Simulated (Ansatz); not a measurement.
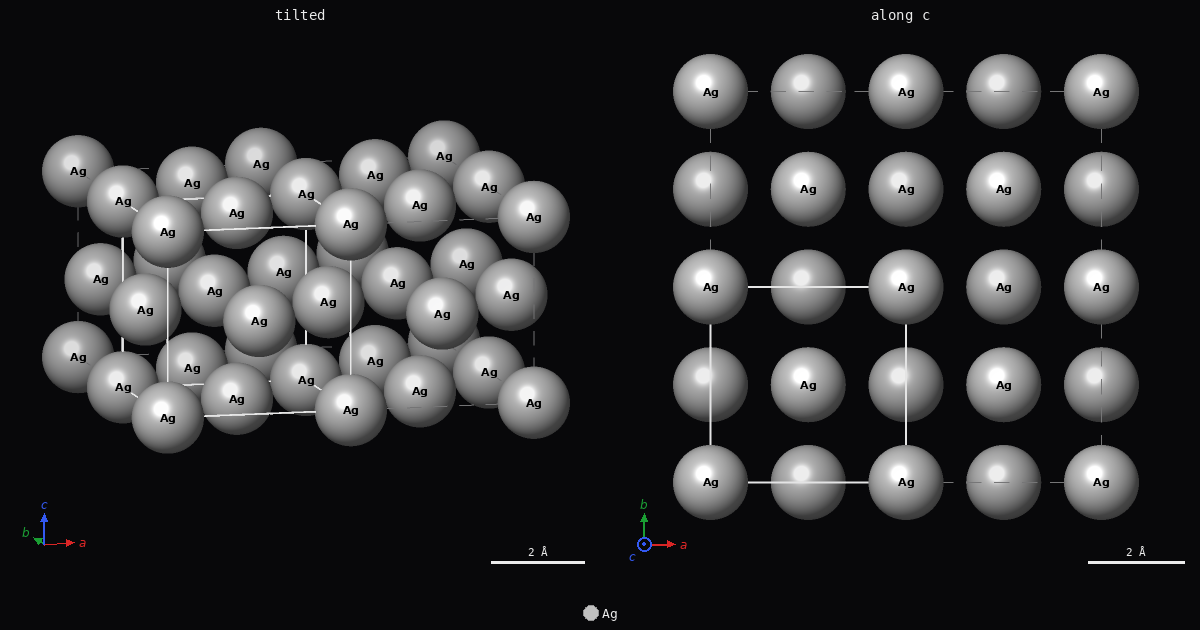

Spheres-only drawing of the structure, looking slightly off an axis and along the c axis. Shown are 2×2×1 repeats of the conventional unit cell, one of them outlined in solid lines. Cell: a = 4.090 Å, b = 4.090 Å, c = 4.090 Å, α = 90.00°, β = 90.00°, γ = 90.00°.

The element is silver. The structure has Fm-3m (No. 225) symmetry and a face-centred cubic lattice. Type of structure: face-centred cubic (Cu type). The cell holds four atoms. Each Ag has twelve Ag in a cuboctahedral arrangement at about 2.9 Å.

It derives from the standard structure of this element. Earlier steps of the study may have refined or changed the cell and positions. It was run through Ansatz as a DFT input.

At this level of theory the cell isn't at rest (compressed, at 5 GPa), so its distances can differ from those at equilibrium, the more so the softer the solid.
